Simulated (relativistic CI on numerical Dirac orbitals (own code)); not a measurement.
# Ru¹⁸⁺: E1 transition arrays

Where do the unresolved transition arrays of Ru¹⁸⁺ lie, how wide and how strong are they, and what do scaling and mixing change?

The numbers are computed with relativistic CI on numerical Dirac orbitals (own code) version 3 (Dirac-Coulomb-Breit CI, KLI orbitals optimised for each configuration, model QED (radiative potential, 1s self-energy scaled to tabulated hydrogen-like ionisation energies), valence Slater integrals scaled by 0.9, whole transition arrays), except any that are marked as measured or tabulated.

## 1. The system

| Quantity | Value |
| --- | --- |
| ion | Ru¹⁸⁺ (Ru XIX) |
| nuclear charge | 44 |
| electrons | 26 |
| isotope | A = 102 |
| configurations | [Ar] 3d8; [Ar] 3d7 4f; [Ne] 3s2 3p5 3d9; [Ar] 3d7 4p; [Ar] 3d7 5f |

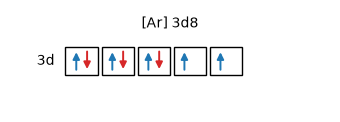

Occupation of the outer shells (arrows by Hund's rule).

## 2. Main run

Input settings:

```ini
atom Ru  Z=44  charge=18  electrons=26
nucleus A=102  rms_radius_fm=4.4809
hamiltonian dirac-coulomb  breit=on  qed=on  c_scale=1
orbitals kli  potential=per-configuration
slater_scale 0.9
correlation none
mixing on
configurations
  [Ar] 3d8
  [Ar] 3d7 4f
  [Ne] 3s2 3p5 3d9
  [Ar] 3d7 4p
  [Ar] 3d7 5f
end
arrays E1 from the first configuration
```

From the run's result record (rounded, not every field):

```text
{
  "status": "converged",
  "arrays [upper, lines, gf_sum, mean_eV, sigma_eV, strongest_nm]": [
    ["3p6 3d7 4f", 721, 199, 476.36, 4.83, 2.573],
    ["3p5 3d9", 60, 18.72, 187.162, 11.73, 6.168],
    ["3p6 3d7 4p", 466, 17.65, 352.067, 4.576, 3.546],
    ["3p6 3d7 5f", 721, 93.13, 588.77, 5.397, 2.093]
  ],
  "bins [nm, gf per state]": [
    [2.1, 2.069],
    [2.3, 5.746e-05],
    [2.5, 2.379],
    [2.7, 2.044],
    [2.9, 3.418e-06],
    [3.1, 0],
    [3.3, 0.005268],
    [3.5, 0.373],
    [3.7, 0.01392],
    [3.9, 1.649e-06],
    [4.1, 0],
    [4.3, 0],
    [4.5, 0],
    [4.7, 0],
    [4.9, 0],
    [5.1, 0],
    [5.3, 0],
    [5.5, 0],
    [5.7, 0],
    [5.9, 0.01051],
    [6.1, 0.1129],
    [6.3, 0.02409],
    [6.5, 0.02876],
    [6.7, 0.0653]
  ],
  "bin_width [nm]": 0.2,
  "all_arrays": [1968, 328.526, 485.065, 95.5728, 2.5731],
  "strongest [nm, gf, J2_lower, J2_upper, upper]": [
    [2.5731, 11.64, 8, 10, "3p6 3d7 4f"],
    [2.5964, 9.331, 8, 8, "3p6 3d7 4f"],
    [2.5889, 9.147, 6, 8, "3p6 3d7 4f"],
    [2.6114, 8.864, 8, 8, "3p6 3d7 4f"],
    [2.5931, 6.325, 8, 10, "3p6 3d7 4f"],
    [2.5996, 5.613, 8, 6, "3p6 3d7 4f"],
    [2.6113, 5.499, 8, 10, "3p6 3d7 4f"],
    [2.6001, 5.331, 4, 6, "3p6 3d7 4f"],
    [2.607, 5.028, 4, 6, "3p6 3d7 4f"],
    [2.5921, 4.4, 4, 6, "3p6 3d7 4f"],
    [2.6156, 4.209, 0, 2, "3p6 3d7 4f"],
    [2.0934, 3.9, 8, 10, "3p6 3d7 5f"]
  ],
  "configurations [conf, odd, states]": [
    ["3p6 3d8", 0, 45],
    ["3p6 3d7 4f", 1, 1680],
    ["3p5 3d9", 1, 60],
    ["3p6 3d7 4p", 1, 720],
    ["3p6 3d7 5f", 1, 1680]
  ]
}
```

Run time: 0.49 s. Hardware: 1 thread, shared host.

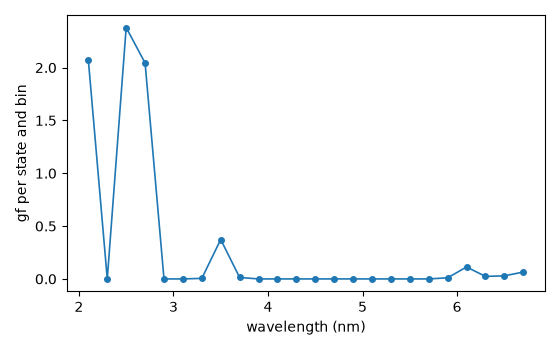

Oscillator strength in bins of 0.2 nm.

## 3. Without configuration mixing

Settings: those of step 2 with these lines changed.

```diff
@@ -6,3 +6,3 @@
 correlation none
-mixing on
+mixing off
 configurations
```

From the record:

```text
{
  "status": "converged",
  "arrays [upper, lines, gf_sum, mean_eV, sigma_eV, strongest_nm]": [
    ["3p6 3d7 4f", 721, 214.4, 476.91, 4.925, 2.571],
    ["3p5 3d9", 60, 21.03, 188.028, 11.86, 6.135],
    ["3p6 3d7 4p", 466, 16.51, 352.164, 4.614, 3.546],
    ["3p6 3d7 5f", 721, 69.32, 588.168, 5.413, 2.106]
  ],
  "bins [nm, gf per state]": [
    [2.1, 1.54],
    [2.3, 3.679e-05],
    [2.5, 2.708],
    [2.7, 2.056],
    [2.9, 3.916e-06],
    [3.1, 0],
    [3.3, 0.005245],
    [3.5, 0.3489],
    [3.7, 0.01268],
    [3.9, 1.495e-06],
    [4.1, 0],
    [4.3, 0],
    [4.5, 0],
    [4.7, 0],
    [4.9, 0],
    [5.1, 0],
    [5.3, 0],
    [5.5, 0],
    [5.7, 0],
    [5.9, 0.01201],
    [6.1, 0.1252],
    [6.3, 0.03036],
    [6.5, 0.06408],
    [6.7, 0.04099]
  ],
  "bin_width [nm]": 0.2,
  "all_arrays": [1968, 321.247, 475.592, 94.6868, 2.57056],
  "strongest [nm, gf, J2_lower, J2_upper, upper]": [
    [2.5706, 13.99, 8, 10, "3p6 3d7 4f"],
    [2.5859, 11.34, 6, 8, "3p6 3d7 4f"],
    [2.595, 9.742, 8, 8, "3p6 3d7 4f"],
    [2.6084, 9.55, 8, 8, "3p6 3d7 4f"],
    [2.5869, 7.945, 8, 10, "3p6 3d7 4f"],
    [2.5872, 6.478, 4, 6, "3p6 3d7 4f"],
    [2.5977, 5.956, 4, 6, "3p6 3d7 4f"],
    [2.6098, 5.394, 8, 10, "3p6 3d7 4f"],
    [2.5926, 5.235, 6, 6, "3p6 3d7 4f"],
    [2.577, 4.801, 8, 10, "3p6 3d7 4f"],
    [2.6046, 4.739, 4, 6, "3p6 3d7 4f"],
    [2.6127, 4.547, 0, 2, "3p6 3d7 4f"]
  ],
  "configurations [conf, odd, states]": [
    ["3p6 3d8", 0, 45],
    ["3p6 3d7 4f", 1, 1680],
    ["3p5 3d9", 1, 60],
    ["3p6 3d7 4p", 1, 720],
    ["3p6 3d7 5f", 1, 1680]
  ]
}
```

Wall time 0.48 s (1 thread, shared host).

## 4. Slater integrals scaled by 1

Settings: those of step 3 with these lines changed.

```diff
@@ -4,5 +4,5 @@
 orbitals kli  potential=per-configuration
-slater_scale 0.9
+slater_scale 1
 correlation none
-mixing off
+mixing on
 configurations
```

From the record:

```text
{
  "status": "converged",
  "arrays [upper, lines, gf_sum, mean_eV, sigma_eV, strongest_nm]": [
    ["3p6 3d7 4f", 721, 199.6, 477.491, 5.246, 2.565],
    ["3p5 3d9", 60, 18.51, 187.454, 12.23, 6.141],
    ["3p6 3d7 4p", 466, 17.79, 352.224, 5.027, 3.548],
    ["3p6 3d7 5f", 721, 93.58, 589.307, 5.898, 2.091]
  ],
  "bins [nm, gf per state]": [
    [2.1, 2.08],
    [2.3, 9.129e-05],
    [2.5, 2.722],
    [2.7, 1.714],
    [2.9, 6.863e-06],
    [3.1, 0],
    [3.3, 0.0102],
    [3.5, 0.3627],
    [3.7, 0.02245],
    [3.9, 1.826e-06],
    [4.1, 0],
    [4.3, 0],
    [4.5, 0],
    [4.7, 0],
    [4.9, 0],
    [5.1, 0],
    [5.3, 0],
    [5.5, 0],
    [5.7, 0.0005777],
    [5.9, 0.009839],
    [6.1, 0.1138],
    [6.3, 0.01122],
    [6.5, 0.071]
  ],
  "bin_width [nm]": 0.2,
  "all_arrays": [1968, 329.505, 486.195, 95.3061, 2.56475],
  "strongest [nm, gf, J2_lower, J2_upper, upper]": [
    [2.5648, 11.94, 8, 10, "3p6 3d7 4f"],
    [2.582, 9.427, 6, 8, "3p6 3d7 4f"],
    [2.607, 8.929, 8, 8, "3p6 3d7 4f"],
    [2.591, 7.654, 8, 8, "3p6 3d7 4f"],
    [2.5849, 6.966, 8, 10, "3p6 3d7 4f"],
    [2.6002, 5.352, 4, 6, "3p6 3d7 4f"],
    [2.6069, 5.317, 8, 10, "3p6 3d7 4f"],
    [2.5945, 5.224, 4, 6, "3p6 3d7 4f"],
    [2.5951, 4.851, 8, 6, "3p6 3d7 4f"],
    [2.5869, 4.436, 6, 6, "3p6 3d7 4f"],
    [2.0911, 4.378, 8, 10, "3p6 3d7 5f"],
    [2.6107, 4.217, 0, 2, "3p6 3d7 4f"]
  ],
  "configurations [conf, odd, states]": [
    ["3p6 3d8", 0, 45],
    ["3p6 3d7 4f", 1, 1680],
    ["3p5 3d9", 1, 60],
    ["3p6 3d7 4p", 1, 720],
    ["3p6 3d7 5f", 1, 1680]
  ]
}
```

Wall time 0.48 s (1 thread, shared host).

## 5. Slater integrals scaled by 0.8

Settings: those of step 4 with these lines changed.

```diff
@@ -4,3 +4,3 @@
 orbitals kli  potential=per-configuration
-slater_scale 1
+slater_scale 0.8
 correlation none
```

From the record:

```text
{
  "status": "converged",
  "arrays [upper, lines, gf_sum, mean_eV, sigma_eV, strongest_nm]": [
    ["3p6 3d7 4f", 721, 198.4, 475.234, 4.422, 2.581],
    ["3p5 3d9", 60, 18.94, 186.855, 11.25, 6.194],
    ["3p6 3d7 4p", 466, 17.51, 351.911, 4.132, 3.544],
    ["3p6 3d7 5f", 721, 92.68, 588.235, 4.906, 2.107]
  ],
  "bins [nm, gf per state]": [
    [2.1, 2.06],
    [2.3, 5.526e-05],
    [2.5, 1.745],
    [2.7, 2.665],
    [2.9, 5.048e-07],
    [3.1, 0],
    [3.3, 0.003381],
    [3.5, 0.375],
    [3.7, 0.01064],
    [3.9, 1.555e-06],
    [4.1, 0],
    [4.3, 0],
    [4.5, 0],
    [4.7, 0],
    [4.9, 0],
    [5.1, 0],
    [5.3, 0],
    [5.5, 0],
    [5.7, 0],
    [5.9, 0.009883],
    [6.1, 0.09461],
    [6.3, 0.04493],
    [6.5, 0.02672],
    [6.7, 0.05803]
  ],
  "bin_width [nm]": 0.2,
  "all_arrays": [1968, 327.548, 483.941, 95.8447, 2.58141],
  "strongest [nm, gf, J2_lower, J2_upper, upper]": [
    [2.5814, 11.22, 8, 10, "3p6 3d7 4f"],
    [2.5985, 10.21, 8, 10, "3p6 3d7 4f"],
    [2.6158, 8.771, 8, 8, "3p6 3d7 4f"],
    [2.5956, 8.644, 6, 8, "3p6 3d7 4f"],
    [2.5982, 6.094, 4, 6, "3p6 3d7 4f"],
    [2.6022, 5.967, 8, 8, "3p6 3d7 4f"],
    [2.6156, 5.755, 8, 10, "3p6 3d7 4f"],
    [2.6057, 5.378, 4, 6, "3p6 3d7 4f"],
    [2.6042, 4.913, 8, 6, "3p6 3d7 4f"],
    [2.6142, 4.565, 4, 6, "3p6 3d7 4f"],
    [2.6205, 4.201, 0, 2, "3p6 3d7 4f"],
    [2.5994, 4.05, 6, 6, "3p6 3d7 4f"]
  ],
  "configurations [conf, odd, states]": [
    ["3p6 3d8", 0, 45],
    ["3p6 3d7 4f", 1, 1680],
    ["3p5 3d9", 1, 60],
    ["3p6 3d7 4p", 1, 720],
    ["3p6 3d7 5f", 1, 1680]
  ]
}
```

Run time: 0.48 s. Hardware: 1 thread, shared host.

## 6. The runs side by side

The array to 3p6 3d7 4f, the strongest of the main run, in each run:

| run | time | mean (eV) | width (eV) | gf sum | strongest line (nm) | strongest array of the run |
| --- | --- | --- | --- | --- | --- | --- |
| main run | 0.49 s | 476.36 | 4.83 | 199.0 | 2.573 | 3p6 3d7 4f |
| without configuration mixing | 0.48 s | 476.91 | 4.93 | 214.4 | 2.571 | 3p6 3d7 4f |
| Slater integrals scaled by 1 | 0.48 s | 477.49 | 5.25 | 199.6 | 2.565 | 3p6 3d7 4f |
| Slater integrals scaled by 0.8 | 0.48 s | 475.23 | 4.42 | 198.4 | 2.581 | 3p6 3d7 4f |

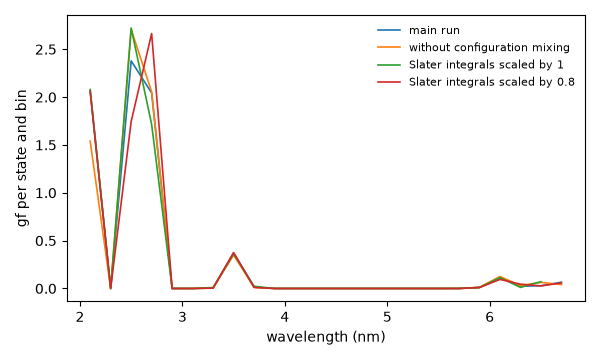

The binned spectra of all runs.

## 7. Results

| quantity | value |
| --- | --- |
| strongest array, main run | to 3p6 3d7 4f, 721 lines |
| its mean and width | 476.4 ± 4.8 eV (2.60 nm) |
| its share of all gf | 61 % |
| lines in all | 1968 |

Most strength, 61 %, lies in the array to 3p6 3d7 4f near 2.60 nm. Configuration mixing moves its mean by -0.55 eV and changes its gf sum by -7 %. All levels of the first configuration count with their statistical weight; no plasma population is modelled.
